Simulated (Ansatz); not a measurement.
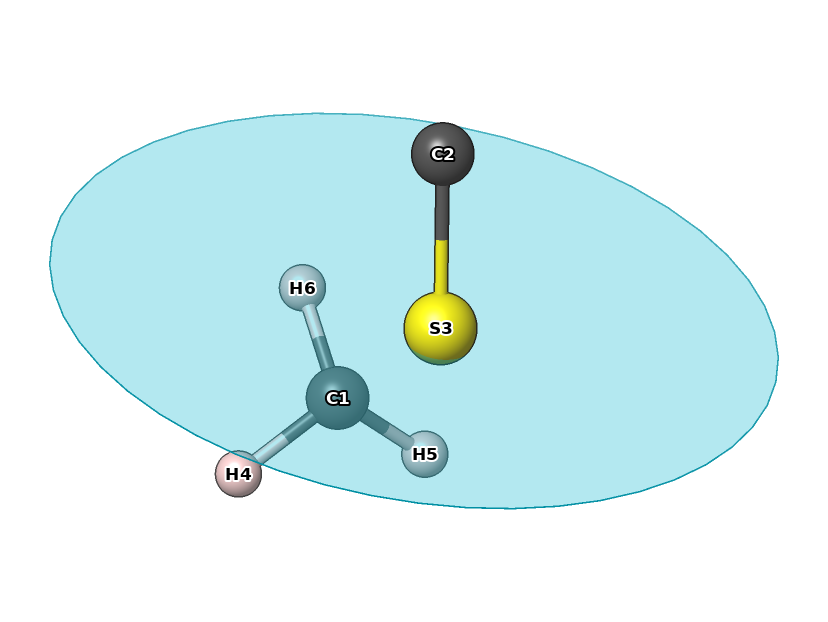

A disc through the centre of mass is drawn in. Atoms fade into the background with distance from the viewer. Charge −1, singlet. The computed structure is the end point of a PBE-D4/def2-SVPD optimisation. No frequency run is at hand to confirm it as a minimum.

### Is the plane of the disc a mirror plane of the structure?

No. The point group is Cs, with 1 mirror plane, and this plane isn't one of its mirror planes.
